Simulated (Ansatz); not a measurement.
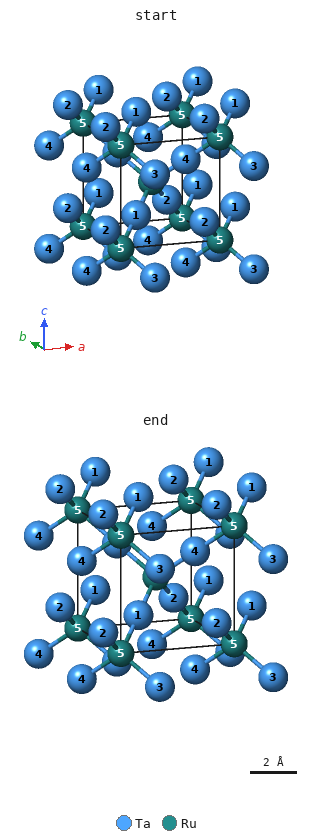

The structure of a crystal of Ta$_{2}$Ru (a generated structure, set up in Pn-3m) (coarse preliminary run) before (top) and after (bottom) a relaxation, at one scale.

Style: ball-and-stick. Shown: the cell of the calculation, slightly off an axis.

These are results of Ansatz, DFT PBE, scalar-relativistic, plane waves, PAW, not measurements.

The input:
```yaml
crystal:
  lattice:
    - [4.68408234, 0.0, 0.0]
    - [0.0, 4.68408234, 0.0]
    - [0.0, 0.0, 4.68408234]
  atoms:
    - { symbol: Ta, position: [0.25, 0.25, 0.25] }
    - { symbol: Ta, position: [0.75, 0.75, 0.25] }
    - { symbol: Ta, position: [0.25, 0.75, 0.75] }
    - { symbol: Ta, position: [0.75, 0.25, 0.75] }
    - { symbol: Ru, position: [0.0, 0.0, 0.0] }
    - { symbol: Ru, position: [0.5, 0.5, 0.5] }
basis:
  ecutwfc: 420
kpoints:
  mp_grid: { grid: [4, 4, 4] }
hamiltonian:
  xc: pbe
scf:
  occupations: { method: gaussian, width: 0.1 }
  lower_state_search: "off"
output:
  forces: true
  stress: true
  eigenvalues: true
relax:
  adjacent_minimum: "off"
  f_tol: 0.04
  max_steps: 70
  cell: { stress_tol: 0.4 }
```

Launched with:
```bash
ansatz run input.yaml --threads 1 --pin off --max-ram 2560MiB --backend cpu --events-out ev --progress --plain --runs-dir out
```

Q: Summarise the run.

A: No atom moves by more than 0.005 Å relative to the cell. The drawn cell changes as follows: a = b = c 4.684 → 5.363 Å (+14.5 %); the volume changes by +50.1 %. Near-neighbour distances that change, for instance: Ta1–Ta2 3.312 → 3.792 Å, Ta1–Ru5 2.028 → 2.322 Å. The space group stays Pn-3m (No. 224). Over 5 accepted moves (7 points after the start) the energy falls by 11.459 eV per cell of the calculation. All forces vanish by symmetry, so only the cell relaxes. Pressure: 101.94 GPa at the start and 0.12 GPa at the end. The SCF was repeated twice at an unchanged geometry on a basis and grid sized afresh for the cell, which shifted the energy by 0.129 eV per cell of the calculation at most.
